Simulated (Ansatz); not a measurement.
# H3NO (hydroxylamine): levels of theory compared

Wanted: a comparison of 6 runs (BLYP/STO-3G, PBE/STO-3G, RPA@PBE/STO-3G, CCSDT(Q)/STO-3G, CCSDTQ/STO-3G, CCSD(T)/STO-3G) of H3NO (hydroxylamine). 

The results are computed with Ansatz 0.2.0.

45 further runs of the same task are left out: 2 that didn't finish, 43 set aside as unsound or not needed.

**1. The structure to begin with**

H3NO has 5 atoms, charge 0, and is taken as a singlet. SMILES: `NO`. The H4–N1 distance was set to 2.032 Å, away from the relaxed value. At this shape a bond of the SMILES string is far longer than usual.

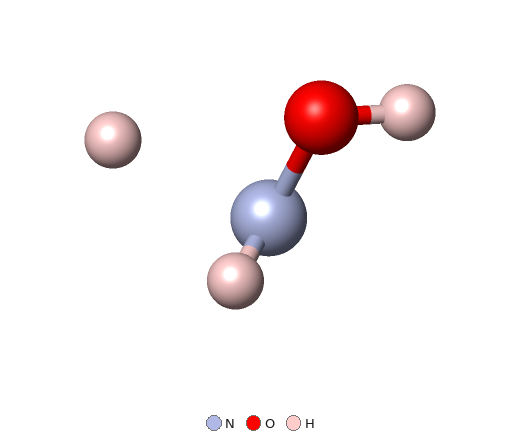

Viewed from a chosen angle; nitrogen light blue, oxygen red, hydrogen pink.

**2. The energy at BLYP/STO-3G (run 1)**

run.yaml

```yaml
crystal:
  periodic: [false, false, false]
  atoms:
    - {symbol: N, position_ang: [0.811397, -0.612737, -0.196132]}
    - {symbol: O, position_ang: [1.340977, 0.414593, 0.633098]}
    - {symbol: H, position_ang: [0.813827, -1.441467, 0.391808]}
    - {symbol: H, position_ang: [-1.141650, -0.109840, -0.446210]}
    - {symbol: H, position_ang: [2.081527, 0.743653, 0.117598]}
basis:
  gaussian: {orbitals: STO-3G}
hamiltonian: {xc: {name: BLYP}}
accuracy: high
```

On the command line:

```sh
ansatz run run.yaml --threads 1 --pin off --max-ram 3480MiB --events-out events.jsonl --progress --plain --runs-dir runs
```

Standard output:

```text
Warning: RAYON_NUM_THREADS=1 ignored (pool sized by the plan → 1); use --threads N
Functional definition: BLYP
  name "BLYP"
  parameter beta = 0.0042
  parameter a = 0.04918
  parameter b = 0.132
  parameter c = 0.2533
  parameter d = 0.349
  exchange = b88_x(beta = beta)
  correlation = lyp_c(a = a, b = b, c = c, d = d)
208 factors; integrals over basis functions are off by at most 2.3e-8 eV
mean field evaluation 1: about -3528.5513 eV, gradient 1.4e1 eV
mean field evaluation 2: about -3520.2410 eV, gradient 2.7e1 eV
mean field evaluation 4: about -3527.0382 eV, gradient 2.1e1 eV
mean field evaluation 8: about -3529.6651 eV, gradient 2.9e-4 eV
mean field -3529.66514469 eV, -129.7128015742 hartree, gradient 5.0e-8 eV, S^2 0.000000; 0 other end points of the search recorded, 0 dependent functions left out
reference -3529.66517871 eV, -129.7128028246 hartree; 9, 9 occupied and 4, 4 virtual orbitals, 208 factors
Total energy: -3529.66517871 eV, -129.7128028246 hartree
```

It took 0.75 s on 1 thread of Arm Neoverse V1, shared host.

**3. The energy at PBE/STO-3G (run 2)**

run.yaml: that of step 2 with these lines changed.

```diff
@@ -9,4 +9,6 @@
 basis:
-  gaussian: {orbitals: STO-3G}
-hamiltonian: {xc: {name: BLYP}}
+  gaussian:
+    orbitals: STO-3G
+hamiltonian:
+  xc: pbe
 accuracy: high
```

On the command line:

```sh
ansatz run run.yaml --threads 1 --pin off --max-ram 3480MiB --events-out events.jsonl --progress --plain --runs-dir runs
```

Standard output:

```text
Warning: RAYON_NUM_THREADS=1 ignored (pool sized by the plan → 1); use --threads N
Functional definition: PBE
  name "PBE"
  parameter kappa = 0.804
  parameter beta = 0.06672455060314922
  exchange = pbe_x(kappa = kappa, mu = beta*pi^2/3)
  correlation = pbe_c(beta = beta)
208 factors; integrals over basis functions are off by at most 2.3e-8 eV
mean field evaluation 1: about -3526.2965 eV, gradient 1.2e1 eV
mean field evaluation 2: about -3519.0502 eV, gradient 2.7e1 eV
mean field evaluation 4: about -3525.2168 eV, gradient 1.8e1 eV
mean field evaluation 8: about -3527.0770 eV, gradient 2.4e-4 eV
mean field -3527.07700880 eV, -129.6176893348 hartree, gradient 5.0e-8 eV, S^2 0.000000; 0 other end points of the search recorded, 0 dependent functions left out
reference -3527.07701059 eV, -129.6176894005 hartree; 9, 9 occupied and 4, 4 virtual orbitals, 208 factors
Total energy: -3527.07701059 eV, -129.6176894005 hartree
```

Run time: 0.72 s. Hardware: 1 thread of Arm Neoverse V1, shared host.

Runs 3 to 5 aren't shown in full; the table further down has their settings and results.

**4. The energy at CCSD(T)/STO-3G (run 6)**

job.yaml

```yaml
crystal:
  periodic: [false, false, false]
  atoms:
    - {symbol: N, position_ang: [0.811397, -0.612737, -0.196132]}
    - {symbol: O, position_ang: [1.340977, 0.414593, 0.633098]}
    - {symbol: H, position_ang: [0.813827, -1.441467, 0.391808]}
    - {symbol: H, position_ang: [-1.141650, -0.109840, -0.446210]}
    - {symbol: H, position_ang: [2.081527, 0.743653, 0.117598]}
basis:
  gaussian: {orbitals: STO-3G}
correlation: {method: ccsd_t, frozen_orbitals: {H: 0, "N": 1, O: 1}}
accuracy: high
scf: {omitted_lower_state_checks: [cluster_reference, increment]}
```

On the command line:

```sh
ansatz run job.yaml --threads 1 --pin off --max-ram 3480MiB --events-out events.jsonl --progress --plain --runs-dir runs
```

Standard output:

```text
Warning: RAYON_NUM_THREADS=1 ignored (pool sized by the plan → 1); use --threads N
[... 11 lines left out ...]
2 core orbitals not correlated: weight in the atoms' cores, before any rotation towards them, 1.000 or more for the frozen orbitals, at most 0.000 for the correlated occupied ones
[... 29 lines left out ...]
WARN: these amplitudes may be one of several solutions (largest doubles amplitude 0.52, level shift 6.05 eV)
Total energy: -3516.88249084 eV, -129.2430477099 hartree
Checks for a lower state left out: cluster_reference, increment
```

Wall time 0.12 s (1 thread of Arm Neoverse V1, shared host).

**5. All runs side by side**

```csv
run,level,frozen core orbitals,energy (Eh),wall time
1,BLYP/STO-3G,–,-129.712803,0.75 s
2,PBE/STO-3G,–,-129.617689,0.72 s
3,RPA@PBE/STO-3G,2,-129.290916,1.1 s
4,CCSDT(Q)/STO-3G,2,-129.243976,0.24 s
5,CCSDTQ/STO-3G,2,-129.243990,3.9 s
6,CCSD(T)/STO-3G,2,-129.243048,0.12 s
```

**6. Summary of results**

```
                                          quantity          value
                               run 6: total energy  -129.24305 Eh
run 6: correlation energy (2 core orbitals frozen)     -235.6 mEh
                             run 6: (T) correction      -4.80 mEh
                              run 6: T1 diagnostic          0.027
```

In words: Totals of different functionals can't be ranked against each other. In runs 3, 4, 5, 6 the log says that unrestricted orbitals would lower the reference, so the values rest on an unstable closed-shell determinant (other closed-shell runs at this shape may share the fault). In runs 1, 2, 3, 4, 5, 6 the basis is minimal, so the values are rough. In runs 1, 2, 3, 6 a closed-shell determinant meets a far-stretched bond, which it describes badly. All runs together took 6.8 s, the longest 3.9 s.
